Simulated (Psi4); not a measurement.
# M06-2X/def2-TZVP run of [GePH4]− (SMILES [PH2][GeH2-])

Aim: the vertical singlet–triplet gap of [GePH4]− at M06-2X/def2-TZVP, from 2 runs. 

The calculation is run with Psi4 1.11.

## (1) The structure to begin with

The species is [GePH4]− (6 atoms), meant as a singlet with charge -1. As SMILES, `[PH2][GeH2-]`. The shape comes from GFN2-xTB, which is rough for such elements, and wasn't checked as a minimum. This is one conformer, not always the lowest.

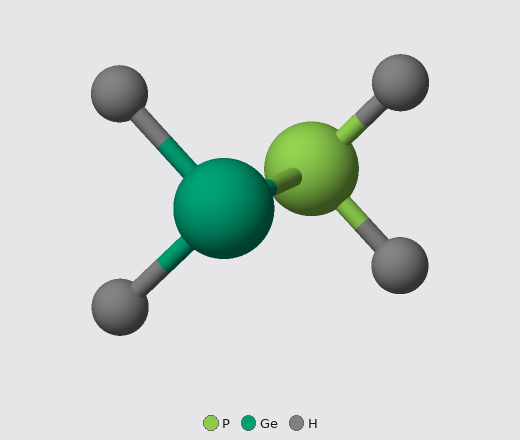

Viewed from a chosen angle; phosphorus green, germanium teal, hydrogen grey.

## (2) Energy and forces at M06-2X/def2-TZVP

The input, geh4p.xyz:

```xyz
6
GeH4P
P     -0.720450    -0.896490    -0.032470
Ge     0.869730     0.846830     0.028390
H     -0.086520    -1.653140     0.936400
H     -0.067380    -1.604580    -1.025200
H      0.009790     1.687950    -1.097840
H     -0.005170     1.619430     1.190720
```

The input, run.py:

```python
import psi4

psi4.set_memory('1600 MB')
psi4.set_num_threads(1)
psi4.set_output_file('psi4.out', False)

with open('geh4p.xyz') as f:
    atoms = ''.join(f.readlines()[2:])
geom = psi4.geometry('-1 1\n' + atoms + 'symmetry c1')

psi4.set_options({
    'basis': 'def2-TZVP',
    'puream': True,
    'e_convergence': 1e-09,
    'd_convergence': 1e-08,
    'scf_type': 'pk',
    'dft_radial_points': 99,
    'dft_spherical_points': 590,
})

energy_value, wavefunction = psi4.gradient('M06-2X', return_wfn=True)
psi4.oeprop(wavefunction, 'WIBERG_LOWDIN_INDICES', 'DIPOLE', 'LOWDIN_CHARGES', title='M06-2X')
print('gradient / Eh bohr^-1')
print(energy_value.np.round(6))
print(f'energy = {wavefunction.energy():.10f} Eh')
```

Launch:

```console
python run.py
```

psi4.out:

```text
[...]
  Running in c1 symmetry.
[...]
  Nuclear repulsion =  158.212500119900142
[...]
  Multiplicity = 1
[...]
  Nalpha       = 26
  Nbeta        = 26
[...]
    Number of basis functions: 109
[...]
   @RKS iter   1: -2418.87889038884168   -2.03055e+00   2.87426e-02 DIIS/ADIIS
[...]
   @RKS iter  13: -2420.75654724846072   -6.82121e-12   3.96357e-09 DIIS
[...]
    Orbital Energies [Eh]
    ---------------------
    Doubly Occupied:
       1A   -400.768660     2A    -77.813757     3A    -50.279444
       4A    -44.803088     5A    -44.802800     6A    -44.802094
       7A     -6.634498     8A     -6.247882     9A     -4.749698
      10A     -4.748585    11A     -4.747111    12A     -4.411764
      13A     -4.410641    14A     -4.407555    15A     -1.149159
      16A     -1.148377    17A     -1.145558    18A     -1.145389
      19A     -1.143350    20A     -0.525437    21A     -0.347563
      22A     -0.258254    23A     -0.166795    24A     -0.139998
      25A     -0.121355    26A     -0.041515
[...]
  @RKS Final Energy: -2420.75654724846072
   => Energetics <=
    Nuclear Repulsion Energy =            158.2125001199001417
    One-Electron Energy =               -3697.1161097521580814
    Two-Electron Energy =                1167.2530092917656930
    DFT Exchange-Correlation Energy =     -49.1059469079682458
    Empirical Dispersion Energy =           0.0000000000000000
    VV10 Nonlocal Energy =                  0.0000000000000000
    Total Energy =                      -2420.7565472484602651
[...]
  -Total Gradient:
     Atom            X                  Y                   Z
    ------   -----------------  -----------------  -----------------
       1        0.022059155711    -0.003643610373     0.000163026280
       2       -0.001208673720    -0.021808951857    -0.000547391703
       3       -0.005574047035     0.010031962985    -0.012833749507
       4       -0.005811381146     0.009357282873     0.013176732579
       5       -0.004715573304     0.003101361873    -0.001728374641
       6       -0.004670196393     0.002950042729     0.001769662662
[...]
 Multipole Moments:
 ------------------------------------------------------------------------------------
     Multipole            Electronic (a.u.)      Nuclear  (a.u.)        Total (a.u.)
 ------------------------------------------------------------------------------------
 L = 1.  Multiply by 2.5417464519 to convert [e a0] to [Debye]
 Dipole X            :          5.5583707           -5.1171358            0.4412349
 Dipole Y            :          4.6482042           -4.9712526           -0.3230484
 Dipole Z            :          0.1612068           -0.1665233           -0.0053165
 Magnitude           :                                                    0.5468791
[...]
```

On the terminal:

```text
gradient / Eh bohr^-1
[[ 0.022059 -0.003644  0.000163]
 [-0.001209 -0.021809 -0.000547]
 [-0.005574  0.010032 -0.012834]
 [-0.005811  0.009357  0.013177]
 [-0.004716  0.003101 -0.001728]
 [-0.00467   0.00295   0.00177 ]]
energy = -2420.7565472485 Eh
```

Run time: 89 s. Hardware: 1 thread of Intel Xeon Platinum 8259CL at 2.50GHz (Skylake/Cascade Lake), shared host; peak memory 0.61 GiB.

## (3) The triplet: a single-point energy at UM06-2X/def2-TZVP

The input, job.dat:

```
memory 1600 mb

molecule {
  -1 3
  P     -0.720450    -0.896490    -0.032470
  Ge     0.869730     0.846830     0.028390
  H     -0.086520    -1.653140     0.936400
  H     -0.067380    -1.604580    -1.025200
  H      0.009790     1.687950    -1.097840
  H     -0.005170     1.619430     1.190720
  symmetry c1
  no_reorient
  no_com
}

set reference uks
set puream true
set e_convergence 1e-09
set d_convergence 1e-08
set scf_type pk
set dft_radial_points 99
set dft_spherical_points 590
set maxiter 200

result, w = energy('m06-2x/def2-TZVP', return_wfn=True)
oeprop(w, 'MULLIKEN_CHARGES', 'DIPOLE', 'MAYER_INDICES', title='M06-2X')
print_variables()
```

Launch:

```console
psi4 -i job.dat -o job.out -n 1
```

job.out, shortened:

```text
[...]
  Running in c1 symmetry.
[...]
  Nuclear repulsion =  158.212500119900142
[...]
  Multiplicity = 3
[...]
  Nalpha       = 27
  Nbeta        = 25
[...]
    Number of basis functions: 109
[...]
   @UKS iter   1: -2418.57188133792988   -1.72354e+00   2.91429e-02 DIIS/ADIIS
[...]
   @UKS iter  24: -2420.62113168942051   -1.31877e-11   5.59619e-09 DIIS
[...]
   @S^2 Observed:                2.007653784E+00
[...]
  @UKS Final Energy: -2420.62113168942051
   => Energetics <=
    Nuclear Repulsion Energy =            158.2125001199001417
    One-Electron Energy =               -3695.7059391134762336
    Two-Electron Energy =                1165.9624846093688575
    DFT Exchange-Correlation Energy =     -49.0901773052136718
    Empirical Dispersion Energy =           0.0000000000000000
    VV10 Nonlocal Energy =                  0.0000000000000000
    Total Energy =                      -2420.6211316894209631
[...]
 Multipole Moments:
 ------------------------------------------------------------------------------------
     Multipole            Electronic (a.u.)      Nuclear  (a.u.)        Total (a.u.)
 ------------------------------------------------------------------------------------
 L = 1.  Multiply by 2.5417464519 to convert [e a0] to [Debye]
 Dipole X            :        -31.7989063           31.8897520            0.0908457
 Dipole Y            :        -26.5027983           25.8908920           -0.6119063
 Dipole Z            :         -0.8182061            0.8040974           -0.0141088
 Magnitude           :                                                    0.6187740
[...]
  Mulliken Charges: (a.u.)
   Center  Symbol    Alpha    Beta     Spin     Total
       1     P     7.79963  7.48588  0.31374 -0.28551
       2    GE    17.02870 15.42837  1.60034 -0.45707
       3     H     0.52693  0.48775  0.03918 -0.01469
       4     H     0.52717  0.48774  0.03943 -0.01492
       5     H     0.55884  0.55510  0.00374 -0.11395
       6     H     0.55872  0.55515  0.00357 -0.11387
   Total alpha = 27.00000, Total beta = 25.00000, Total charge = -1.00000
  Mayer Bond Indices:
[...]
```

Run time: 2.5 min. Hardware: 1 thread of Intel Xeon Platinum 8259CL at 2.50GHz (Skylake/Cascade Lake), shared host; peak memory 0.61 GiB.

## (4) Summary of results

At M06-2X/def2-TZVP:

| quantity | value |
| --- | --- |
| singlet: total energy | -2420.75655 Eh |
| singlet: HOMO energy | -1.13 eV |
| singlet: LUMO energy | 5.98 eV |
| singlet: HOMO–LUMO gap (to an unbound level, set by the basis) | 7.11 eV |
| singlet: largest force on an atom | 1.150 eV/Å |
| triplet: total energy | -2420.62113 Eh |
| triplet: HOMO energy (highest over α and β) | 2.57 eV |
| triplet: ⟨S²⟩ | 2.008 |
| vertical energy of the triplet above the singlet | 3.685 eV |

In words: At this shape the triplet lies 3.68 eV (85 kcal/mol) above the singlet. For an anion a state so high probably lies above electron detachment. The largest force (singlet) is 1.15 eV/Å: the shape isn't a stationary point for this species at this level. The HOMO (triplet) lies at positive energy, 2.57 eV; only total energies tell whether the electron is bound.
